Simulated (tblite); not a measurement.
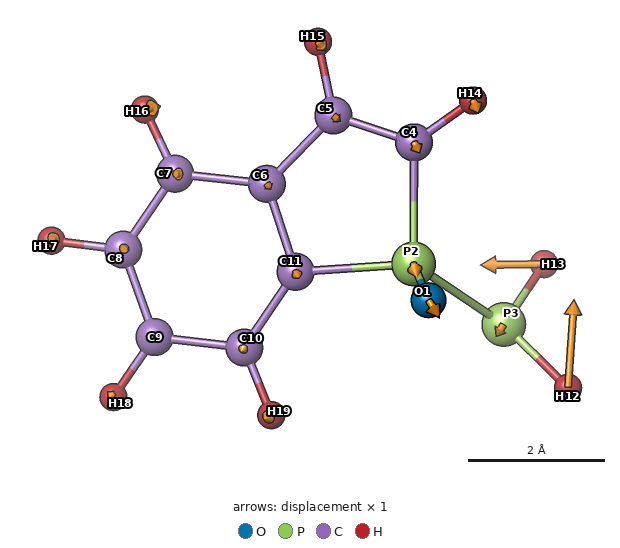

This is a relaxation of C$_{8}$H$_{8}$OP$_{2}$. The starting structure is drawn; orange arrows show the displacements, at their true length. The two geometries are superimposed by the best rigid fit.

Style: ball-and-stick. Shown face on.

Method: GFN2-xTB geometry optimisation, gas phase in tblite 0.8.0. 

What did the optimiser do to the structure, and how much energy did it gain?

Answer. H12 moves most after the best rigid fit: 1.33 Å. By element the largest moves are H 1.33 Å, O 0.34 Å, P 0.28 Å, C 0.21 Å. Some distances before and after: P3–H12 1.450 → 1.393 Å, P2–P3 2.131 → 2.186 Å, P3–H13 1.434 → 1.392 Å, C4–C5 1.295 → 1.335 Å. Among the angles between lasting bonds that change: P2–P3–H12 114.3° → 89.9°, P2–P3–H13 116.1° → 93.6°, H12–P3–H13 113.3° → 93.2°. The energy falls by 1.453 eV in 110 geometry steps. The run took 1.9 s on 1 thread of Arm Neoverse N1, on a shared host.
